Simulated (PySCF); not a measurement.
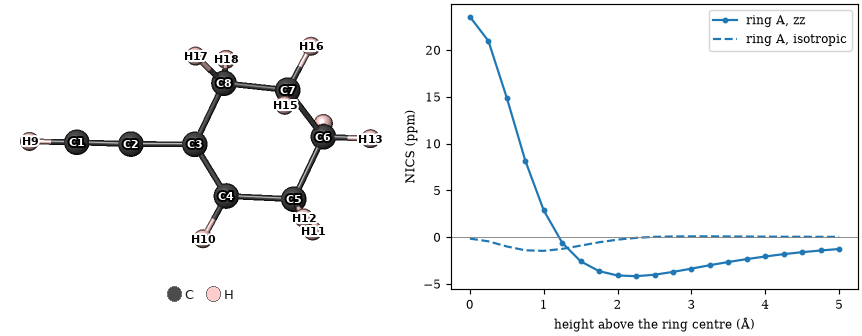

C₈H₁₀, SMILES `C#CC1=CCCCC1`. GIAO NICS scans along the ring normals; ring A: 6-membered ring C3/C4/C5/C6/C7/C8.

Computed with PySCF, B3LYP/6-31G*, geometry: GFN2-xTB. No frequency check shows the geometry to be a minimum.

Input

```python
import numpy as np
from pyscf import gto, scf, dft
from pyscf.prop import nmr
from pyscf.data import nist

def solve(mol, dm0=None, hcore=None):
    mf = (dft.UKS if mol.spin else dft.RKS)(mol, xc='b3lyp')
    mf.grids.level = 3
    mf.conv_tol, mf.max_cycle = 1e-8, 80
    if hcore is not None:
        mf.get_hcore = lambda *args: hcore
    mf.kernel(dm0)
    if not mf.converged:
        mf = mf.newton().run(mf.mo_coeff, mf.mo_occ, max_cycle=30)
    assert mf.converged, 'SCF not converged'
    return mf

mol = gto.M(atom='''
C     -3.30902    -0.02789    -0.03296
C     -2.10893    -0.06894    -0.01876
C     -0.69334    -0.07477    -0.00275
C     -0.00963    -1.21643     0.08388
C      1.48349    -1.28933     0.09723
C      2.11713     0.02202    -0.36077
C      1.43341     1.19430     0.33474
C     -0.02639     1.27234    -0.10102
H     -4.35774    -0.00855    -0.04553
H     -0.53924    -2.15621     0.16609
H      1.81336    -2.11400    -0.54096
H      1.81359    -1.52487     1.11598
H      3.18620     0.01681    -0.13902
H      1.99797     0.12673    -1.44162
H      1.48401     1.04950     1.41639
H      1.94254     2.13017     0.09564
H     -0.57181     1.99315     0.51362
H     -0.08922     1.61950    -1.13804
''', basis='6-31g*', charge=0, spin=0, verbose=4)
mf = solve(mol)
vxc = nmr.rks.get_vxc_giao  # smaller grid blocks
nmr.rks.get_vxc_giao = lambda *a, **k: vxc(*a, **{**k, 'max_memory': 300})
calc = nmr.RKS(mf)
calc.cphf = True
nuclei = calc.kernel()
mo1 = calc.mo10
# ring centres and points 1 angstrom above and below them
points = np.array([
    [0.7174, -0.0153, 0.0086],
    [0.7468, -0.0212, 1.0081],
    [0.6881, -0.0094, -0.9910],
]) / nist.BOHR
mol.atom_coord = lambda i, unit='Bohr': points[i]
idx = range(len(points))
sigma = (calc.dia(shielding_nuc=idx) + calc.para(mo10=mo1, shielding_nuc=idx)[0]) * nist.ALPHA**2 * 1e6
for p, t in zip(points, sigma):
    print('NICS at %8.4f %8.4f %8.4f  %8.2f ppm' % (*(p * nist.BOHR), -t.trace() / 3))
occ = mf.mo_coeff[:, mf.mo_occ > 0]
dm1 = np.array([mf.mo_coeff @ (2 * x) @ occ.T for x in mo1])
np.savez('result.npz', sigma=sigma, nuclei=nuclei, dm0=mf.make_rdm1(), dm1=dm1, e=mf.e_tot, eps=mf.mo_energy, occ=mf.mo_occ)
```

Command:

```sh
OMP_NUM_THREADS=1 python input.py
```

The run took 2.1 min on 1 thread of AMD EPYC (Zen 3) (shared host), peak memory 0.92 GiB.

The script gives the values at the ring points; maps and scans were evaluated afterwards from its response orbitals, outside that time.

What does each scan say about the ring current?

Ring A is neither clearly shielded nor deshielded above its centre; an sp³ atom breaks the ring's conjugation, so the values mix its σ bonds and separate π bonds and show no closed π ring current: NICSzz reaches +23.6 ppm at 0.00 Å; NICS(0) = −0.2, NICS(1) = −1.5, NICS(1)zz = +2.9 ppm.
